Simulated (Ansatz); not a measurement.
ClFGeH2···HBr

| atom | x (Å) | y (Å) | z (Å) |
| --- | --- | --- | --- |
| Ge | 0.2491 | 0.0408 | -0.0128 |
| Cl | 0.4412 | -0.0214 | 2.1865 |
| H | 1.6764 | 0.0087 | -0.5734 |
| H | -0.6515 | 1.2082 | -0.4081 |
| F | -0.4889 | -1.4559 | -0.4948 |
| Br | -3.1771 | 0.1863 | 1.1129 |
| H | -2.1267 | -0.0727 | 2.1548 |

Not at a stationary point (largest force 1.4 eV/Å).

Theory: RKS B3LYP/def2-SVP in Ansatz.

**What will maps of the electron density and electron localisation function show?**

Cl2···H7 (2.57 Å): the density falls to about 0.1 e/Å³ on the way; the ELF dips to about 0.10 between them.
Ge–Cl (2.21 Å): ρ is about 0.66 e/Å³ halfway; the ELF peaks at about 0.85 in the valence shell of Cl, 0.9 Å from its nucleus, and is about 0.65 at the midpoint.
Br–H (1.50 Å): ρ at the midpoint is about 1.4 e/Å³; the ELF climbs to about 1 towards the hydrogen, as it does in any bond to H.
Ge–H (1.53 Å): ρ at the midpoint is about 1.1 e/Å³; the ELF climbs to about 1 towards the hydrogen.

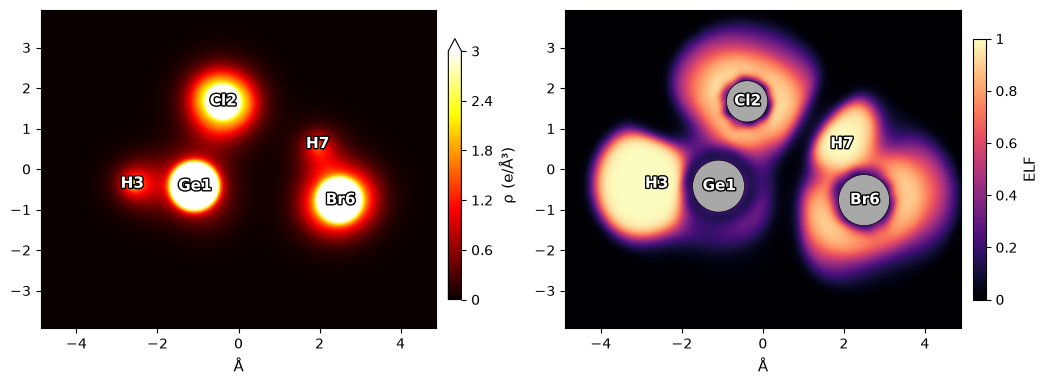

Computed electron density and electron localisation function on the plane of atoms Cl2, Ge1 and H3, in this order. Grey discs cover the atomic cores in the ELF map. 
